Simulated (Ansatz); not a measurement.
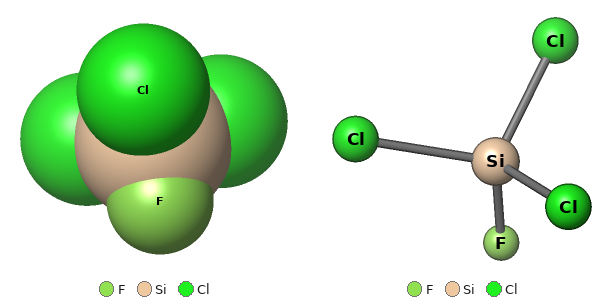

The same structure drawn twice, from different directions.

The geometry was computed by an optimisation with PBE0-D4/def2-TZVP.

Question: Which formula does it have?

Answer: SiCl₃F, 5 atoms: 1 silicon, 3 chlorine and 1 fluorine.

Question: How many sets of symmetry-equivalent atoms are there?

Answer: 3: 1 F, 1 Si, 3 Cl.

Question: How many bonds of each kind are drawn?

Answer: 3 Cl–Si, 1 F–Si. Sticks follow a distance rule.

The parts below concern this one geometry. Atoms keep their numbers from picture to picture.

### Shape

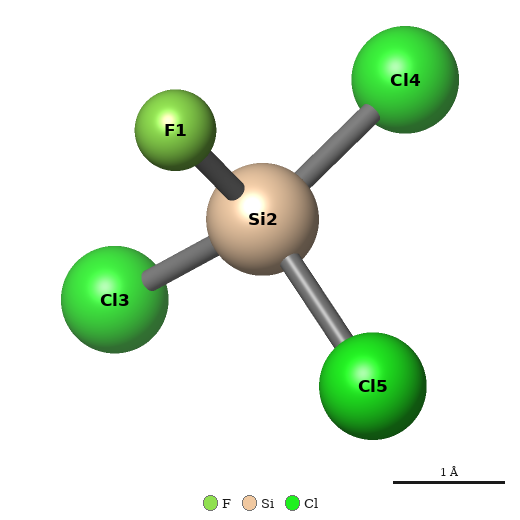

Numbered structure.

Which atoms are bonded, and how long are the bonds?

```
   bond  length (Å)
 F1–Si2       1.575
Si2–Cl3       2.014
Si2–Cl4       2.014
Si2–Cl5       2.014
```

### Electronic properties

Properties computed with RKS PBE0-D4/def2-TZVP (Ansatz 0.2.0).

Question: Estimate the harmonic zero-point energy.

Answer: 22.7 kJ/mol.

Question: Estimate the dipole moment.

Answer: 0.55 D.

### Charges

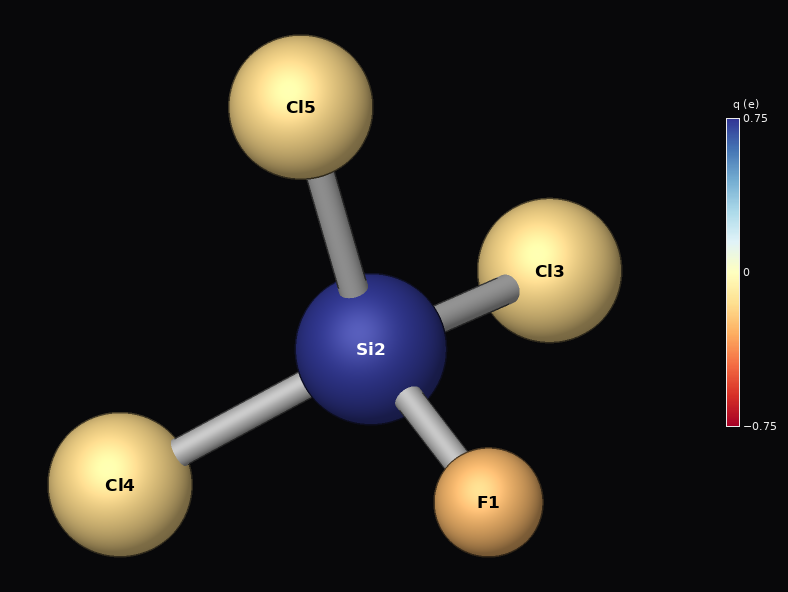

Atoms are coloured by their Mulliken charges. Properties computed with RKS PBE0-D4/def2-TZVP (Ansatz 0.2.0).

List the Mulliken charges.

```json
{"atom": "F1", "value (e)": "−0.25"}
{"atom": "Si2", "value (e)": "0.74"}
{"atom": "Cl3", "value (e)": "−0.16"}
{"atom": "Cl4", "value (e)": "−0.16"}
{"atom": "Cl5", "value (e)": "−0.16"}
```

### Thermal motion

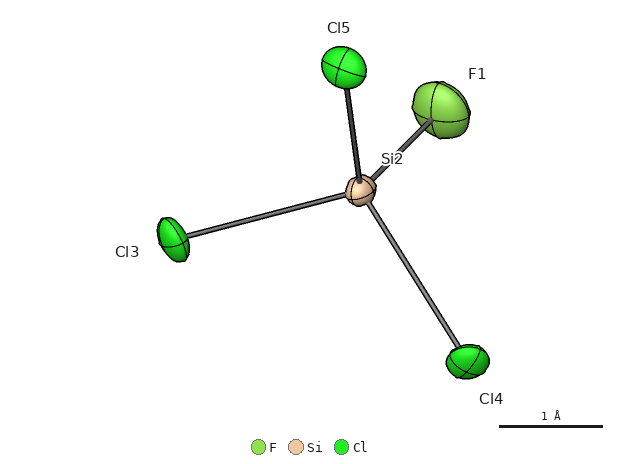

Displacement ellipsoids at the 50 % level, enlarged 2 times, from the internal vibrations of the free molecule (harmonic, no overall translation or rotation; no half-axis is drawn under 0.075 Å). Vibrations computed with RKS PBE0-D4/def2-TZVP (Ansatz 0.2.0). Temperature: 600 K.

Question: Which atom moves most?

Answer: F1, with U_eq = 0.0079 Å².

Give the displacement parameters, one line for each set of equivalent atoms.

```tsv
atom	U_eq (Å²)	rms amplitudes (Å)
F1	0.0079	0.062, 0.100, 0.100
Si2	0.0025	0.047, 0.047, 0.056
Cl3, Cl4, Cl5	0.0040	0.042, 0.065, 0.077
```

Mulliken values depend strongly on the basis set and can even reverse the polarity of a bond.
